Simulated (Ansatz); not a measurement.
The reference is BP in the zinc blende structure (space group F-43m, No. 216; a = 4.5366 Å).

Structures relaxed with r2SCAN (Ansatz, a first-principles code, PAW, spin-orbit coupling left out).

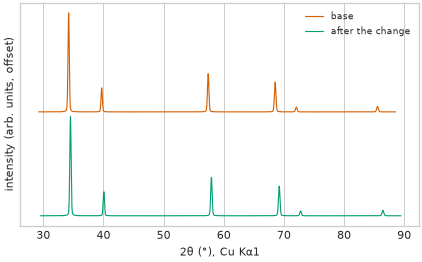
Figure: Simulated powder patterns before (top) and after one change

Task: Name the change that was made.
(A) pressure 4.5 GPa
(B) pressure 9 GPa
(C) pressure 22.5 GPa
(D) pressure −2 GPa

Result: A, pressure 4.5 GPa. Its volume per atom is 11.38 Å³ against 11.67 Å³, and its space group is F-43m (No. 216).

Load acts through the strain it causes; cell and atoms are relaxed under it. No phonon test of stability was made. Competing high-pressure phases were not computed.
